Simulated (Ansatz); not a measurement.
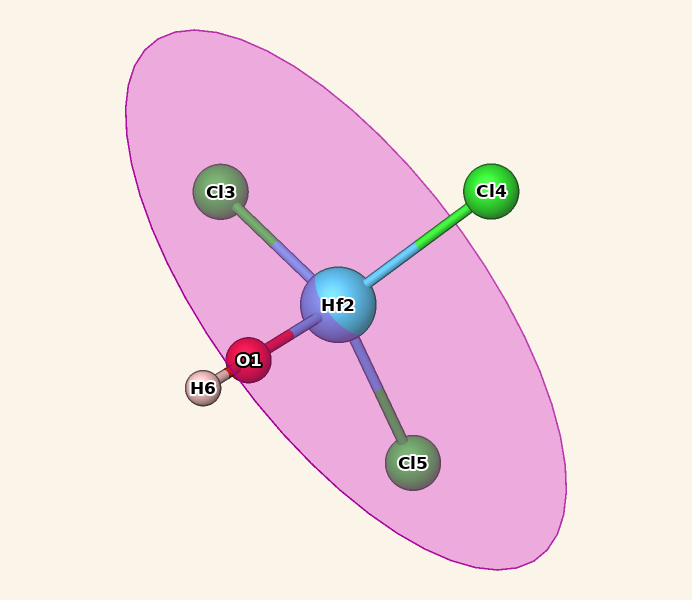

A disc through the centre of mass is drawn in. Distant atoms are faded towards the background colour. The species is neutral and a spin singlet. The computed structure is the end point of a PBE0-D4/def2-TZVP optimisation.

Q: Is the plane of the disc a mirror plane of the structure?

A: No. The point group is C3v, with 1 C3 axis and 3 mirror planes, and this plane isn't one of its mirror planes.
